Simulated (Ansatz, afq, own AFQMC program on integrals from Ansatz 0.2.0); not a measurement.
# H2F (doublet): quantum Monte Carlo beside coupled cluster at distance H1–H2 along a hydrogen transfer = 1.001 Å, cc-pVTZ

Aim: compute H2F (doublet) with auxiliary-field quantum Monte Carlo on the same integrals as coupled cluster, and set the energies side by side.

Program: Ansatz 0.2.0, Gaussian basis, and an in-house AFQMC program (afq) on its integrals; all values are calculated. Level of theory: cc-pVTZ, frozen cores. These are calculated values, not measurements.

The runs, in order: PBE (unrestricted); r2SCAN (unrestricted); PBE0 (unrestricted); B3LYP (unrestricted); CCSD(T) on UHF; wB97M-V (unrestricted); B2PLYP (unrestricted); CCSDT(Q) on UHF; Phaseless AFQMC, CISD trial on UHF.

## Step 1: The geometry

The geometry derives from fragments relaxed apart (PBE0/def2-TZVP) and kept rigid, so it is no stationary point. A hydrogen atom is moved between rigid fragments.

3 atoms, charge 0, spin multiplicity 2.

Atoms are counted from 1 here; the program's logs count them from 0.

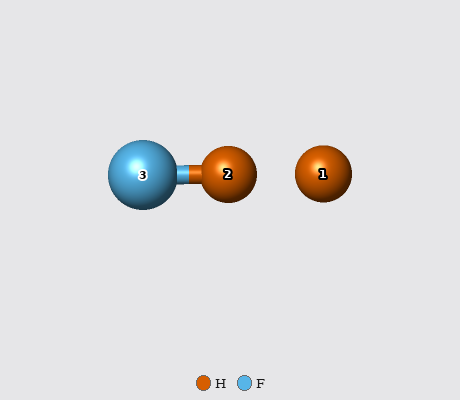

The geometry (hydrogen orange, fluorine blue); atoms are numbered from 1 in the order of the file.

## Step 2: PBE (unrestricted)

File in.yaml:

```yaml
crystal:
  periodic: [false, false, false]
  atoms:
    - {symbol: H, position_ang: [0.000000, 0.000000, -0.967333]}
    - {symbol: H, position_ang: [0.000000, 0.000000, 0.033667]}
    - {symbol: F, position_ang: [0.000000, 0.000000, 0.933667]}
basis:
  gaussian: {orbitals: cc-pVTZ}
magnetization: {spin_polarized: true, initial_magnetization: 1}
hamiltonian: {xc: {name: PBE}}
output: {orbitals: {seedname: orbitals}}
```

Run with:

```sh
$ ansatz run in.yaml --threads 1 --pin off --events-out ev --progress --plain --max-ram 5632MiB --backend cpu
```

Output:

```text
Functional definition: PBE
  name "PBE"
  cite "Perdew, Burke & Ernzerhof, Phys. Rev. Lett. 77, 3865 (1996) doi:10.1103/PhysRevLett.77.3865"
  parent pbe
  parameter kappa = 0.804
  parameter beta = 0.06672455060314922
  exchange = pbe_x(kappa = kappa, mu = beta*pi^2/3)
  correlation = pbe_c(beta = beta)
266 factors; their error is unknown
mean field evaluation 1: about -2743.1845 eV, gradient 2.3e1 eV
mean field evaluation 2: about -2739.2003 eV, gradient 4.5e1 eV
mean field evaluation 4: about -2744.6574 eV, gradient 4.3e-1 eV
mean field evaluation 8: about -2744.6490 eV, gradient 2.3e-3 eV
mean field -2744.64900063 eV, -100.8639903833 hartree, gradient 2.5e-6 eV, S^2 0.751353; 0 other end points of the search recorded, 0 dependent functions left out
reference -2744.64902387 eV, -100.8639912374 hartree; 6, 5 occupied and 52, 53 virtual orbitals, 266 factors
Total energy: -2744.64902387 eV, -100.8639912374 hartree
```

It took 0.39 s on 1 thread of AMD EPYC 7R13 (Zen 3), shared host; peak memory 1.7 GiB.

From the report: ⟨S²⟩ of the determinant 0.751 (pure doublet: 0.75).

## Step 3: r2SCAN (unrestricted)

Changes to in.yaml since step 2:

```diff
@@ -9,3 +9,2 @@
 magnetization: {spin_polarized: true, initial_magnetization: 1}
-hamiltonian: {xc: {name: PBE}}
-output: {orbitals: {seedname: orbitals}}
+hamiltonian: {xc: {name: r2SCAN}}
```

Launched as before.

Output:

```text
Functional definition: r2SCAN
  name "r2SCAN"
  cite "Furness, Kaplan, Ning, Perdew & Sun, J. Phys. Chem. Lett. 11, 8208 (2020) doi:10.1021/acs.jpclett.0c02405"
  cite "Furness, Kaplan, Ning, Perdew & Sun, J. Phys. Chem. Lett. 11, 9248 (2020) doi:10.1021/acs.jpclett.0c03077"
  parent r2scan
  parameter k0 = 0.174
  parameter k1 = 0.065
  parameter a1 = 4.9479
  exchange = r2scan_x(k0 = k0, k1 = k1, a1 = a1)
  correlation = r2scan_c
266 factors; their error is unknown
mean field evaluation 1: about -2744.8493 eV, gradient 2.3e1 eV
mean field evaluation 2: about -2742.4099 eV, gradient 3.8e1 eV
mean field evaluation 4: about -2746.2501 eV, gradient 4.4e-1 eV
mean field evaluation 8: about -2746.2426 eV, gradient 2.5e-3 eV
mean field -2746.24259635 eV, -100.9225539458 hartree, gradient 1.4e-5 eV, S^2 0.752256; 0 other end points of the search recorded, 0 dependent functions left out
reference -2746.24260342 eV, -100.9225542056 hartree; 6, 5 occupied and 52, 53 virtual orbitals, 266 factors
Total energy: -2746.24260342 eV, -100.9225542056 hartree
```

It took 0.82 s on 1 thread of AMD EPYC 7R13 (Zen 3), shared host; peak memory 1.7 GiB.

From the report: ⟨S²⟩ of the determinant 0.752 (pure doublet: 0.75).

## Step 4: PBE0 (unrestricted)

Changes to in.yaml since step 3:

```diff
@@ -9,2 +9,3 @@
 magnetization: {spin_polarized: true, initial_magnetization: 1}
-hamiltonian: {xc: {name: r2SCAN}}
+hamiltonian: {xc: {name: PBE0}}
+output: {orbitals: {seedname: orbitals}}
```

The command is unchanged.

Output:

```text
Functional definition: PBE0
  name "PBE0"
  cite "Adamo & Barone, J. Chem. Phys. 110, 6158 (1999) doi:10.1063/1.478522"
  cite "Perdew, Burke & Ernzerhof, Phys. Rev. Lett. 77, 3865 (1996) doi:10.1103/PhysRevLett.77.3865"
  parent pbe
  parameter a = 0.25
  parameter kappa = 0.804
  parameter beta = 0.06672455060314922
  exchange = (1 - a)*pbe_x(kappa = kappa, mu = beta*pi^2/3) + a*exact_x
  correlation = pbe_c(beta = beta)
266 factors; their error is unknown
mean field evaluation 1: about -2743.3724 eV, gradient 2.1e1 eV
mean field evaluation 2: about -2742.2441 eV, gradient 3.0e1 eV
mean field evaluation 4: about -2744.6803 eV, gradient 3.0e-1 eV
mean field evaluation 8: about -2744.6814 eV, gradient 8.9e-2 eV
mean field -2744.68140132 eV, -100.8651810865 hartree, gradient 6.3e-5 eV, S^2 0.752162; 0 other end points of the search recorded, 0 dependent functions left out
reference -2744.68141903 eV, -100.8651817374 hartree; 6, 5 occupied and 52, 53 virtual orbitals, 266 factors
Total energy: -2744.68141903 eV, -100.8651817374 hartree
```

Run time: 0.42 s. Hardware: 1 thread of AMD EPYC 7R13 (Zen 3), shared host; peak memory 1.7 GiB.

From the report: ⟨S²⟩ of the determinant 0.752 (pure doublet: 0.75).

## Step 5: B3LYP (unrestricted)

Changes to in.yaml since step 4:

```diff
@@ -9,3 +9,2 @@
 magnetization: {spin_polarized: true, initial_magnetization: 1}
-hamiltonian: {xc: {name: PBE0}}
-output: {orbitals: {seedname: orbitals}}
+hamiltonian: {xc: {name: B3LYP}}
```

Same command.

Output:

```text
Functional definition: B3LYP
  name "B3LYP"
  cite "Stephens, Devlin, Chabalowski & Frisch, J. Phys. Chem. 98, 11623 (1994) doi:10.1021/j100096a001"
  cite "Becke, Phys. Rev. A 38, 3098 (1988) doi:10.1103/PhysRevA.38.3098"
  cite "Lee, Yang & Parr, Phys. Rev. B 37, 785 (1988) doi:10.1103/PhysRevB.37.785"
  cite "Vosko, Wilk & Nusair, Can. J. Phys. 58, 1200 (1980) doi:10.1139/p80-159"
  parameter a0 = 0.2
  parameter ax = 0.72
  parameter ac = 0.81
  exchange = (1 - a0 - ax)*slater_x + ax*b88_x + a0*exact_x
  correlation = (1 - ac)*vwn_rpa_c + ac*lyp_c
266 factors; their error is unknown
mean field evaluation 1: about -2746.0037 eV, gradient 2.3e1 eV
mean field evaluation 2: about -2744.0011 eV, gradient 3.6e1 eV
mean field evaluation 4: about -2747.4396 eV, gradient 3.0e-1 eV
mean field evaluation 8: about -2747.4386 eV, gradient 2.6e-3 eV
mean field -2747.43860963 eV, -100.9665066231 hartree, gradient 4.3e-5 eV, S^2 0.752014; 0 other end points of the search recorded, 0 dependent functions left out
reference -2747.43875042 eV, -100.9665117972 hartree; 6, 5 occupied and 52, 53 virtual orbitals, 266 factors
Total energy: -2747.43875042 eV, -100.9665117972 hartree
```

Wall time 0.39 s (1 thread of AMD EPYC 7R13 (Zen 3), shared host); peak memory 1.7 GiB.

From the report: ⟨S²⟩ of the determinant 0.752 (pure doublet: 0.75).

## Step 6: CCSD(T) on UHF

Changes to in.yaml since step 5:

```diff
@@ -9,2 +9,2 @@
 magnetization: {spin_polarized: true, initial_magnetization: 1}
-hamiltonian: {xc: {name: B3LYP}}
+correlation: {method: ccsd_t, electrons: outside_noble_gas, hamiltonian_folder: ham}
```

Run with:

```sh
$ ansatz run in.yaml --threads 1 --pin off --events-out ev --progress --plain --max-ram 16896MiB --backend cuda --devices 0, --max-vram 18GiB
```

Output, shortened:

```text
Functional definition: HF
  name "HF"
  cite "Fock, Z. Phys. 61, 126 (1930) doi:10.1007/BF01340294"
  parent pbe
[...]
342 factors; integrals over basis functions are off by at most 1.1e-3 eV
[...]
mean field -2735.41739660 eV, -100.5247351927 hartree, gradient 6.1e-6 eV, S^2 0.755291; 0 other end points of the search recorded, 0 dependent functions left out
1 core orbitals not correlated: weight in the atoms' cores, before any rotation towards them, 1.000 or more for the frozen orbitals, at most 0.000 for the correlated occupied ones
reference -2735.41739660 eV, -100.5247351927 hartree; 5, 4 occupied and 52, 53 virtual orbitals, 342 factors
second order -7.56048738 eV of doubles, -0.00000000 eV of singles
cycle   1  -7.50128417 eV  change    5.9e-2 eV  update   4.2e-2
[...]
cycle   9  -7.65548693 eV  change   -7.8e-7 eV  update   6.4e-6
perturbative correction -0.18819525 eV, -0.0069160479 hartree
Total energy: -2743.26107878 eV, -100.8129851960 hartree
```

Run time: 2.4 s. Hardware: 1 × NVIDIA H100 80GB HBM3 with 1 thread of AMD EPYC 7R13 (Zen 3), shared host; peak host memory 1.7 GiB.

From the report: ⟨S²⟩ of the determinant 0.755 (pure doublet: 0.75); correlation -7.8437 eV; T1 0.010; largest double amplitude 0.03.

This run also writes the integrals to the folder ham.

## Step 7: wB97M-V (unrestricted)

Changes to in.yaml since step 6:

```diff
@@ -9,2 +9,3 @@
 magnetization: {spin_polarized: true, initial_magnetization: 1}
-correlation: {method: ccsd_t, electrons: outside_noble_gas, hamiltonian_folder: ham}
+hamiltonian: {xc: {name: wB97M-V}}
+output: {orbitals: {seedname: orbitals}}
```

Run with:

```sh
$ ansatz run in.yaml --threads 1 --pin off --events-out ev --progress --plain --max-ram 5632MiB --backend cpu
```

Output, shortened:

```text
Functional definition: wB97M-V
  name "wB97M-V"
  cite "Mardirossian & Head-Gordon, J. Chem. Phys. 144, 214110 (2016) doi:10.1063/1.4952647"
  cite "Becke, J. Chem. Phys. 107, 8554 (1997) doi:10.1063/1.475007"
  cite "Vydrov & Van Voorhis, J. Chem. Phys. 133, 244103 (2010) doi:10.1063/1.3521275"
  # Of w^i u^j: cxij and so on, Table III.
[...]
  gx(w, u) = 1 - cx + cx01*u + cx10*w
  gss(w, u) = css00 + css04*u^4 + css10*w + css20*w^2 + css43*w^4*u^3
  gos(w, u) = cos00 + cos10*w + (cos20 + cos21*u)*w^2 + (cos60 + cos61*u)*w^6
[...]
      + integral(e_c_pw_mod_opposite_spin*gos(b97_w_opposite, b97_u_opposite)) + vv10(b, c)
266 factors; their error is unknown
69 factors; integrals over basis functions are off by at most 2.3e-5 eV
[...]
mean field -2746.16161729 eV, -100.9195780203 hartree, gradient 5.1e-5 eV, S^2 0.751688; 0 other end points of the search recorded, 0 dependent functions left out
reference -2746.16163819 eV, -100.9195787884 hartree; 6, 5 occupied and 52, 53 virtual orbitals, 266 factors
Total energy: -2746.16163819 eV, -100.9195787884 hartree
```

It took 1.4 s on 1 thread of AMD EPYC 7R13 (Zen 3), shared host; peak memory 1.7 GiB.

From the report: ⟨S²⟩ of the determinant 0.752 (pure doublet: 0.75).

## Step 8: B2PLYP (unrestricted)

Changes to in.yaml since step 7:

```diff
@@ -9,3 +9,3 @@
 magnetization: {spin_polarized: true, initial_magnetization: 1}
-hamiltonian: {xc: {name: wB97M-V}}
-output: {orbitals: {seedname: orbitals}}
+hamiltonian: {xc: {name: B2PLYP}}
+correlation: {electrons: outside_noble_gas}
```

The command is unchanged.

Output, shortened:

```text
Functional definition: B2PLYP
  name "B2PLYP"
  cite "Grimme, J. Chem. Phys. 124, 034108 (2006) doi:10.1063/1.2148954"
  cite "Becke, Phys. Rev. A 38, 3098 (1988) doi:10.1103/PhysRevA.38.3098"
  cite "Lee, Yang & Parr, Phys. Rev. B 37, 785 (1988) doi:10.1103/PhysRevB.37.785"
[...]
342 factors; integrals over basis functions are off by at most 1.1e-3 eV
[...]
mean field -2743.40428975 eV, -100.8182481021 hartree, gradient 3.9e-6 eV, S^2 0.753540; 0 other end points of the search recorded, 0 dependent functions left out
1 core orbitals not correlated: weight in the atoms' cores, before any rotation towards them, 1.000 or more for the frozen orbitals, at most 0.000 for the correlated occupied ones
reference -2743.40437927 eV, -100.8182513918 hartree; 5, 4 occupied and 52, 53 virtual orbitals, 342 factors
second order -8.84733853 eV of doubles, -0.00000000 eV of singles
Total energy: -2745.79316067 eV, -100.9060374893 hartree
```

Run time: 0.55 s. Hardware: 1 thread of AMD EPYC 7R13 (Zen 3), shared host; peak memory 1.7 GiB.

From the report: ⟨S²⟩ of the determinant 0.754 (pure doublet: 0.75).

## Step 9: CCSDT(Q) on UHF

Changes to in.yaml since step 8:

```diff
@@ -9,3 +9,2 @@
 magnetization: {spin_polarized: true, initial_magnetization: 1}
-hamiltonian: {xc: {name: B2PLYP}}
-correlation: {electrons: outside_noble_gas}
+correlation: {method: ccsdt_q, electrons: outside_noble_gas}
```

Run with:

```sh
$ ansatz run in.yaml --threads 1 --pin off --events-out ev --progress --plain --max-ram 16896MiB --backend cuda --devices 0, --max-vram 18GiB
```

Output, shortened:

```text
Functional definition: HF
  name "HF"
  cite "Fock, Z. Phys. 61, 126 (1930) doi:10.1007/BF01340294"
  parent pbe
[...]
641 factors; integrals over basis functions are off by at most 2.3e-7 eV
[...]
mean field -2735.41739910 eV, -100.5247352843 hartree, gradient 6.1e-6 eV, S^2 0.755291; 0 other end points of the search recorded, 0 dependent functions left out
1 core orbitals not correlated: weight in the atoms' cores, before any rotation towards them, 1.000 or more for the frozen orbitals, at most 0.000 for the correlated occupied ones
reference -2735.41739910 eV, -100.5247352843 hartree; 5, 4 occupied and 52, 53 virtual orbitals, 641 factors
second order -7.56051284 eV of doubles, -0.00000000 eV of singles
cycle   1  -7.50129344 eV  change    5.9e-2 eV  update   5.0e-2
[...]
cycle  13  -7.84622763 eV  change    7.8e-7 eV  update   5.1e-7
perturbative correction -0.00669071 eV, -0.0002458792 hartree
Total energy: -2743.27031744 eV, -100.8133247104 hartree
```

It took 3.4 s on 1 × NVIDIA H100 80GB HBM3 with 1 thread of AMD EPYC 7R13 (Zen 3), shared host; peak host memory 1.7 GiB.

From the report: ⟨S²⟩ of the determinant 0.755 (pure doublet: 0.75); correlation -7.8529 eV; T1 0.010; largest double amplitude 0.04.

## Step 10: Phaseless AFQMC, CISD trial on UHF

It reads the integrals that the CCSD(T) run on this determinant wrote.

Run with:

```sh
$ afq ham --method phaseless --trial cisd --walkers 4000 --populations 20 --least-time 60 --time-step 0.005 --steps-per-block 50 --equilibration-blocks 28 --max-blocks 4000 --target-error 0.00018 --factor-cut 1e-05 --start spin_pure --seed 8134 --release-times 0.24,0.51,0.99,1.62,2.4 --release-step 0.03 --release-every 3 --taylor-order 6
```

Output:

```text
orbitals 57  electrons 5 4  factors 342 of 342
reference energy -100.52473519 Eh
CCSD correlation -0.28133394 Eh in 9 cycles, weight of the determinant in the CISD state 0.9479
energy of the start -100.805898 Eh
 block  time / (1/Eh)  mean weight  energy / Eh
     1     0.250  0.9998  -100.807791
     2     0.500  0.9998  -100.810487
     3     0.750  1.0001  -100.812008
     4     1.000  1.0003  -100.812731
     5     1.250  0.9999  -100.812950
     6     1.500  1.0000  -100.813148
     7     1.750  0.9995  -100.814039
     8     2.000  1.0003  -100.813077
     9     2.250  0.9999  -100.812912
    10     2.500  0.9997  -100.813538
    11     2.750  1.0000  -100.813079
    12     3.000  1.0004  -100.812814
    13     3.250  1.0003  -100.812607
    14     3.500  0.9996  -100.812795
    15     3.750  0.9999  -100.812886
    16     4.000  0.9998  -100.813168
    17     4.250  0.9999  -100.812767
    18     4.500  1.0004  -100.812922
    19     4.750  0.9997  -100.812216
    20     5.000  0.9996  -100.813111
    21     5.250  1.0000  -100.812327
    22     5.500  1.0001  -100.813291
    23     5.750  1.0002  -100.813483
    24     6.000  1.0002  -100.813304
    25     6.250  0.9997  -100.815077
    26     6.500  0.9999  -100.815219
    27     6.750  1.0003  -100.813411
    28     7.000  0.9996  -100.814343
    29     7.250  1.0001  -100.813981
    30     7.500  1.0000  -100.813573
    31     7.750  1.0002  -100.813672
    32     8.000  1.0003  -100.814073
    33     8.250  1.0002  -100.813863
    34     8.500  1.0001  -100.812860
    35     8.750  1.0003  -100.812732
    36     9.000  0.9995  -100.814592
    37     9.250  1.0001  -100.812939
    38     9.500  1.0004  -100.813022
    39     9.750  1.0001  -100.813075
    40    10.000  1.0000  -100.813411
    41    10.250  0.9996  -100.813091
    42    10.500  1.0003  -100.812794
    43    10.750  0.9998  -100.812444
    44    11.000  0.9997  -100.812723
    45    11.250  1.0001  -100.813233
    46    11.500  1.0000  -100.813193
    47    11.750  1.0002  -100.812149
    48    12.000  0.9999  -100.813285
    49    12.250  1.0004  -100.812488
    50    12.500  1.0008  -100.813165
    51    12.750  0.9999  -100.812655
    52    13.000  0.9995  -100.814126
    53    13.250  1.0005  -100.813539
    54    13.500  1.0000  -100.813170
    55    13.750  1.0000  -100.814020
    56    14.000  0.9998  -100.813757
    57    14.250  0.9997  -100.813363
    58    14.500  1.0000  -100.813581
    59    14.750  1.0002  -100.813202
    60    15.000  1.0000  -100.812623
    61    15.250  0.9999  -100.814371
    62    15.500  0.9998  -100.812730
    63    15.750  0.9997  -100.813110
    64    16.000  1.0005  -100.813320
    65    16.250  1.0002  -100.814206
    66    16.500  1.0001  -100.813032
    67    16.750  0.9997  -100.813324
    68    17.000  1.0002  -100.812808
    69    17.250  1.0001  -100.812900
    70    17.500  0.9997  -100.813393
    71    17.750  1.0002  -100.813399
    72    18.000  0.9998  -100.813135
    73    18.250  1.0000  -100.813128
    74    18.500  0.9999  -100.813220
    75    18.750  0.9998  -100.813422
    76    19.000  1.0002  -100.813490
    77    19.250  0.9999  -100.812870
    78    19.500  1.0001  -100.812794
error from the spread of 20 populations
released: time / (1/Eh)  energy / Eh  error  mean overlap
  0.24  -100.813298  0.000086  0.9975
  0.51  -100.813382  0.000084  0.9899
  0.99  -100.813316  0.000102  0.9783
  1.62  -100.813471  0.000121  0.9696
  2.40  -100.813524  0.000135  0.9559
energy -100.813261 +/- 0.000144 Eh
```

Run time: 55 s. Hardware: 1 × NVIDIA H100 80GB HBM3 with 2 threads of AMD EPYC 7R13 (Zen 3), shared host; peak host memory 1.7 GiB.

Energy -2743.2686 ± 0.0039 eV. Caveats: constraint bias not in the error.

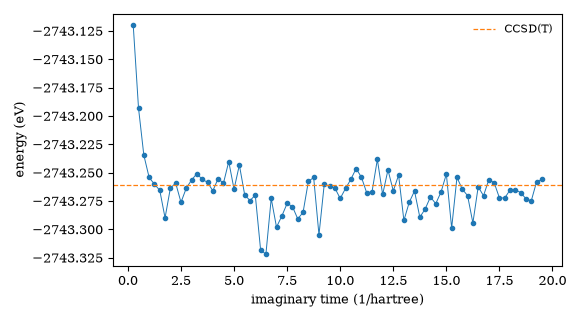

Block energies along the walk.

## Step 11: All levels side by side

On the UHF determinant, counted from CCSDT(Q) (a yardstick, not exact):

```
                                                level  energy (eV)  from CCSDT(Q) (meV)  statistical error (meV)  time
                                                   HF   -2735.4174              +7852.9                               
                                                  MP2   -2742.9779               +292.4                               
                                                 CCSD   -2743.0729               +197.4                               
                                              CCSD(T)   -2743.2611                 +9.2                               
                                             CCSDT(Q)   -2743.2703                  0.0                               
Phaseless AFQMC, CISD trial, step 0.005, 4000 walkers   -2743.2686                 +1.7                      3.9  55 s
```

The functionals' totals stand on their own zeros and serve differences with other points: PBE -2744.649 eV; r2SCAN -2746.243 eV; PBE0 -2744.681 eV; B3LYP -2747.439 eV; wB97M-V -2746.162 eV; B2PLYP -2745.793 eV.

## Step 12: Summary of results

| quantity | value |
| --- | --- |
| CCSD(T) on UHF from CCSDT(Q) | +9.2 meV |
| Phaseless AFQMC, CISD trial on UHF from CCSDT(Q) | +1.7 ± 3.9 meV |

In words: On UHF the phaseless walk with the CISD trial lies +1.7 meV from CCSDT(Q), within three error bars. Error bars are statistical and leave out the constraint, the time step and what remains of the start.
